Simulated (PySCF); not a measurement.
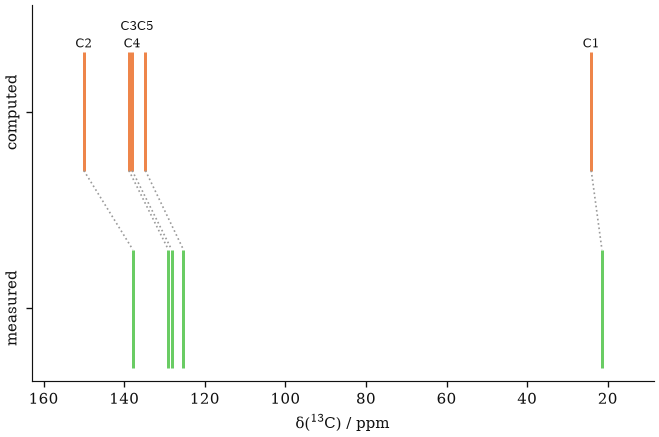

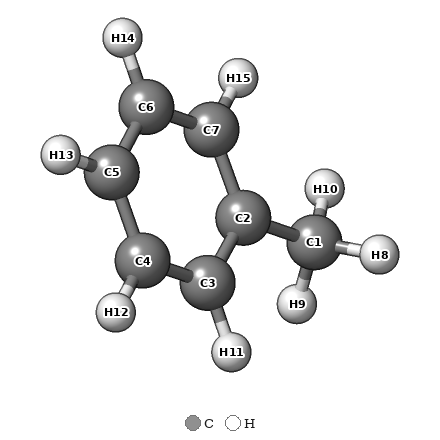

¹³C shifts of C₇H₈, SMILES Cc1ccccc1 against TMS: GIAO B3LYP/pcSseg-2 (PySCF 2.14.0) for one gas-phase conformer (PBE0-D3(BJ)/def2-SVP, like atoms averaged; labels name one atom of each set) above, published measurements (CDCl3) below; dotted lines join the same nuclei. Only nuclei with a measured value are shown, one named for each set of like atoms.

How well does the calculation match?

Mean error 8.7 ppm, mean absolute error 8.7 ppm; the largest is 12.1 ppm, for C2.

Is the order of the signals reproduced?

Yes, no dotted lines cross.
